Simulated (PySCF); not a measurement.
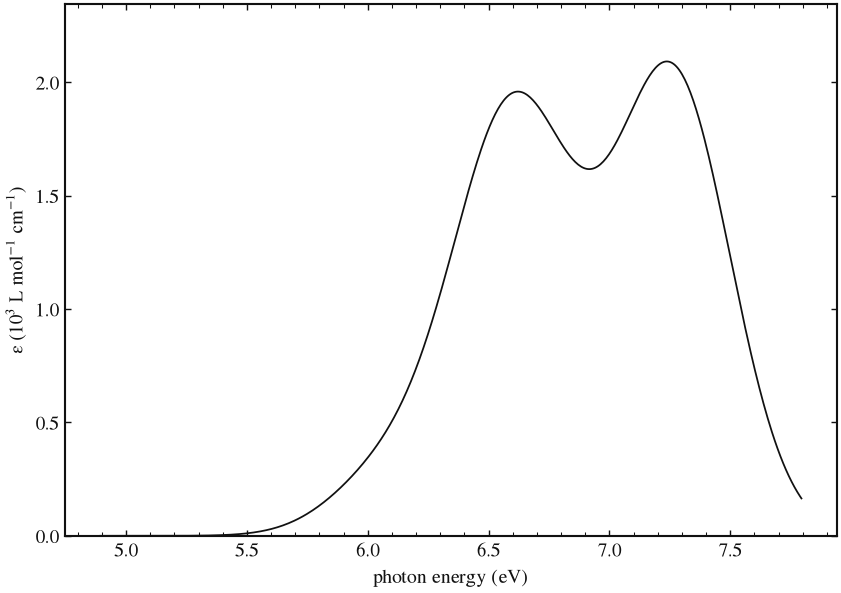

Vertical TDDFT excitations, PBE0/def2-SVPD, PySCF 2.14.0, at a GFN2-xTB geometry (no frequency check), gas phase. Only the first 6 singlet excitations are included; each is broadened by a Gaussian of 1/e half-width 0.33 eV.

### Whose absorption spectrum is this?
A. C₅H₆Cl⁺, SMILES C#C[C+](C)CCl
B. C₇H₉NO, SMILES C=C1C[C@@H](NC=O)C1=C
C. C₄H₁₁NOSi, SMILES CO[Si@@H]1CCCN1
D. C₅H₁₀Si₂, SMILES CC#CC1[SiH2]C[SiH2]1

C. Its lowest singlet lies at 6.09 eV (f = 0.006) and the brightest of those computed is S2 at 6.55 eV (189 nm), f = 0.028, mainly HOMO → LUMO+1 (67 %).

Caveats: states above the negative HOMO energy depend on the basis; the tight-binding geometry is rougher than a DFT one and adds to the error; one conformer of a flexible molecule; core orbitals are frozen in the response.
